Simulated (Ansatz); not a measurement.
```yaml
atoms:
  - { symbol: F, position_ang: [-1.1898, -1.0816, 1.2578] }
  - { symbol: F, position_ang: [1.2207, -0.2614, 1.8863] }
  - { symbol: F, position_ang: [0.8617, -1.8144, -0.0773] }
  - { symbol: F, position_ang: [-0.5167, 1.3756, 1.0534] }
  - { symbol: F, position_ang: [1.5592, 0.6892, -0.3867] }
  - { symbol: Mo, position_ang: [0.1571, -0.1963, 0.4040] }
  - { symbol: O, position_ang: [-0.7448, -0.0324, -1.1535] }
  - { symbol: H, position_ang: [-0.8204, 0.2648, -2.0684] }
```

Geometry: PBE0-D4/def2-SVP; core potentials replace the inner electrons of Mo.

The calculation used isolated molecule in a Gaussian basis; Kohn-Sham density functional theory, functional PBE0 in Ansatz.

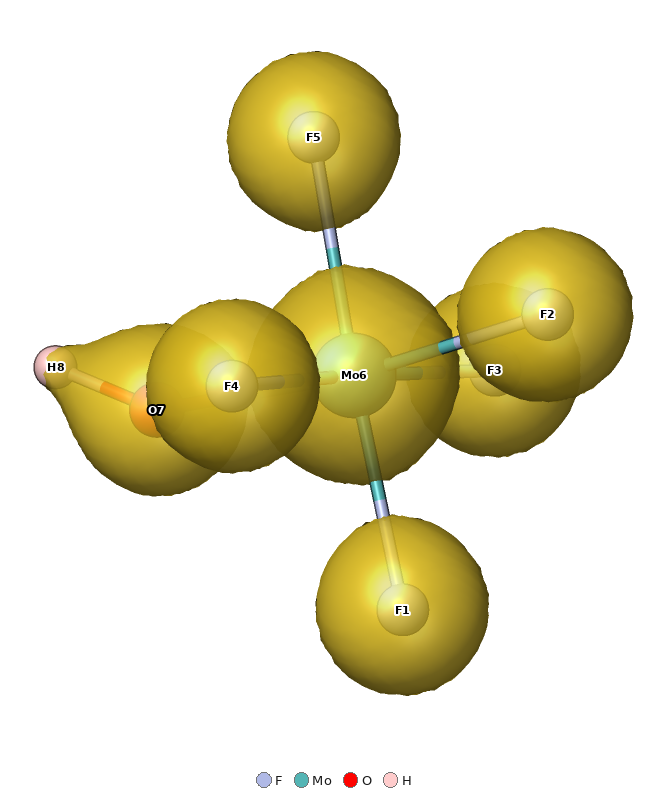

F₅HMoO (SMILES [OH][Mo]([F])([F])([F])([F])[F]). Isosurface of the electron density at 1.5 e/Å³ (yellow), seen at a tilt.

**How is the density connected at this value?**

At this value the surface falls into seven separate pieces. It bridges the sampled O–H (0.96 Å) contacts, where the density stays above the isovalue. It is pinched off along the sampled Mo–O (1.81 Å) and Mo–F (1.82 Å) contacts. On the grid the lowest density along these lines, outside the cores, is 1.2 e/Å³ (Mo–O, 1.81 Å), 1.1 e/Å³ (Mo–F, 1.82 Å) and 2.3 e/Å³ (O–H, 0.96 Å).
